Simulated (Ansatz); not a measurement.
CH₇Si₂ (doublet)

Input file:

```
basis:
  gaussian: {orbitals: def2-TZVPD}
crystal:
  periodic: [false, false, false]
  atoms:
    - {symbol: C, position_ang: [-0.880952, 1.325072, 0.745512]}
    - {symbol: Si, position_ang: [-0.026876, 1.368337, -0.937836]}
    - {symbol: Si, position_ang: [2.293430, 1.135166, -0.850992]}
    - {symbol: H, position_ang: [-0.786368, 0.327220, 1.205092]}
    - {symbol: H, position_ang: [-1.952948, 1.553129, 0.644312]}
    - {symbol: H, position_ang: [-0.434732, 2.062435, 1.429394]}
    - {symbol: H, position_ang: [-0.659497, 0.397286, -1.889574]}
    - {symbol: H, position_ang: [2.865809, 2.228193, -0.003816]}
    - {symbol: H, position_ang: [2.730976, -0.175076, -0.265713]}
    - {symbol: H, position_ang: [2.863725, 1.247362, -2.228782]}
total_charge: 0
magnetization: {spin_polarized: true, initial_magnetization: 1}
hamiltonian: {xc: {name: PBE0}}
output: {forces: true, orbitals: {seedname: orbitals}}
```

Launched as:

```sh
ansatz run input.yaml --threads 2 --pin off --max-ram 4350MiB --events-out events.jsonl --progress --plain --runs-dir runs
```

Geometry: PBE0-D3(BJ)/def2-SVP.

Computed with Ansatz, isolated molecule in a Gaussian basis; Kohn-Sham density functional theory, functional PBE0.

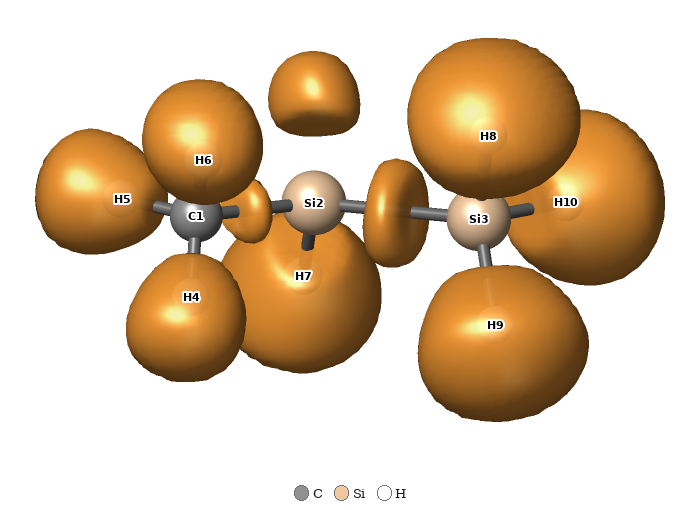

Figure 1. Isosurface of the electron localisation function at 0.9 (orange), seen from one side. Core shells and regions of very low density are left out.

Q: What do the ELF domains correspond to?

A: The surface consists of one region between bonded C–Si atoms (shared pairs), one region between bonded Si–Si atoms (shared pairs), seven regions around hydrogen nuclei and one lobe on Si, pointing away from the bonds (non-bonding electrons). Along the contacts the grid gives the following. C–Si (1.89 Å): the ELF peaks at about 0.95 between the atoms, as expected for localised, covalent bonding. Si–Si (2.33 Å): the ELF peaks at about 1 between the atoms: a shared electron pair.

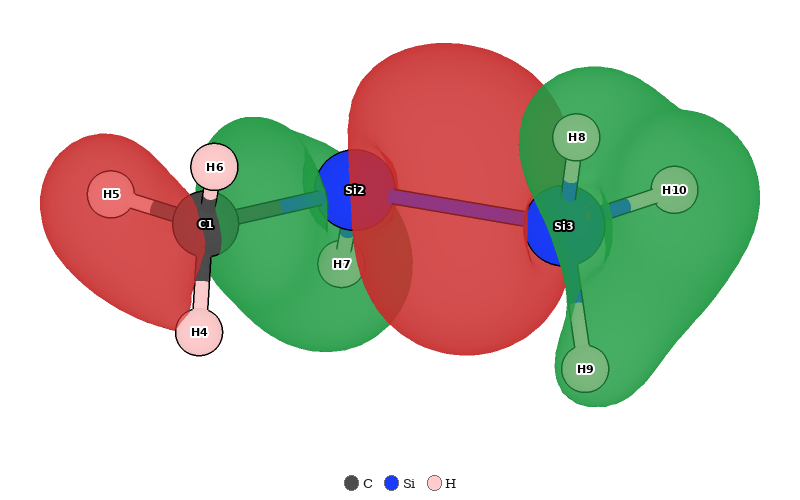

Figure 2. The HOMO (β) at ±0.08 Å⁻³ᐟ² (green and red are the two phases), seen from one side.

Q: What is the character of this orbital?

A: It lies mainly on Si3 (about 35 %), Si2 (about 35 %), C1 (about 10 %) and H7 (about 5 %). Its energy is −8.16 eV.

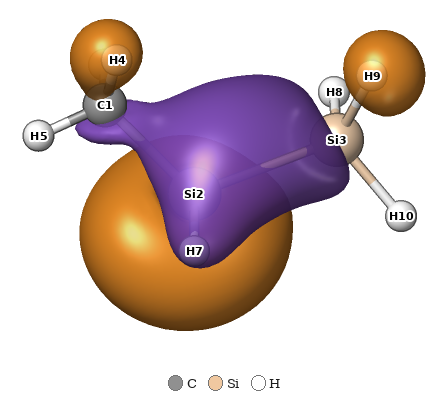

Figure 3. The LUMO (β) at ±0.1 Å⁻³ᐟ² (orange and purple are the two phases), seen at a tilt.

Q: Where does this orbital lie, and at what energy?

A: Its weight (Hirshfeld) is mainly on Si2 (about 70 %) and Si3 (about 15 %). Its energy is −2.34 eV.
